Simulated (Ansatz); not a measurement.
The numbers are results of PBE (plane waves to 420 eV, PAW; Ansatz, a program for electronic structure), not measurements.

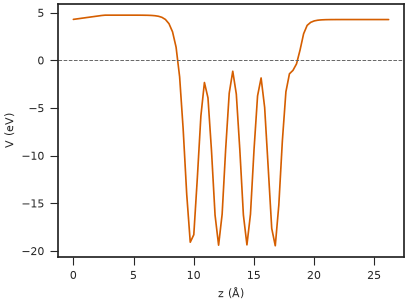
Figure. Electrostatic potential energy of an electron, averaged over planes parallel to the surface, in eV from the Fermi level, for Ni on the 1x1 (110) surface of bcc Ta, one in a 2x2 cell, started at the site 'hollow Ta-Ta-Ta'

Set-up: 17 atoms, 6.8 Å thick at the start under the adsorbate (thin: gaps and levels are the slab's own); mesh 5x5x1; 0.1 eV smearing; dipole correction on; 8 atoms held, the rest relaxed; symmetry of the start imposed; spin-polarised, no spin-orbit, no U, no dispersion correction. The starting moment vanished. At the end it is bonded to 4 Ta. In PBE it is, or lies within 0.03 eV of, the lowest of the starts that converged.

The vacuum level lies 4.27 eV above the Fermi level over the top face and 4.73 eV above it under the bottom face.
